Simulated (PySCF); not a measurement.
C2H8ClSi2 (doublet)

```xyz
13

Si    2.0548    0.7873    0.0558
C     0.7213   -0.4390   -0.3248
C    -0.4254   -0.6581    0.5098
Si   -2.0419    0.0520   -0.3075
Cl   -0.8438   -2.4224    0.7205
H     1.5255    1.7747    1.0026
H     2.4704    1.4448   -1.1856
H     3.2306    0.1472    0.6637
H     0.7838   -1.0493   -1.2138
H    -0.3068   -0.2600    1.5155
H    -2.1780   -0.6045   -1.6028
H    -1.8451    1.4953   -0.4395
H    -3.1497   -0.2676    0.5884
```

Geometry: GFN2-xTB.

Computed with UKS B3LYP, pcH-1 on C Cl H Si, non-relativistic, mean-field spin-orbit, GIAO in PySCF 2.14.0, density-fitted response routines.

Q: Predict the electron density, electron localisation function and spin density between the atoms.

A: C–C (1.44 Å): ρ at the midpoint is about 1.9 e/Å³; the ELF peaks at about 0.95 between the atoms (localised, covalent bonding).
C–Si (1.85 Å): ρ is about 0.96 e/Å³ halfway; the ELF peaks at about 0.95 between the atoms; a shared electron pair.
C–H (1.08 Å): ρ is about 2 e/Å³ halfway; the ELF climbs to about 1 towards the hydrogen, as it does in any bond to H; an ordinary covalent bond to hydrogen.
The unpaired spin (1 electron) lies mostly on C2 (about 0.6), in electrons by Hirshfeld's partition.

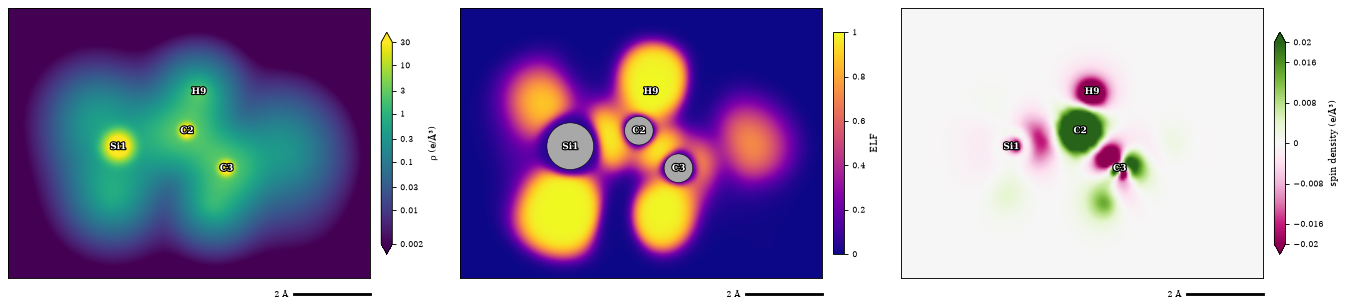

Computed electron density, electron localisation function and spin density on the plane of atoms C3, C2 and H9, in this order. Grey discs cover the atomic cores in the ELF map. 
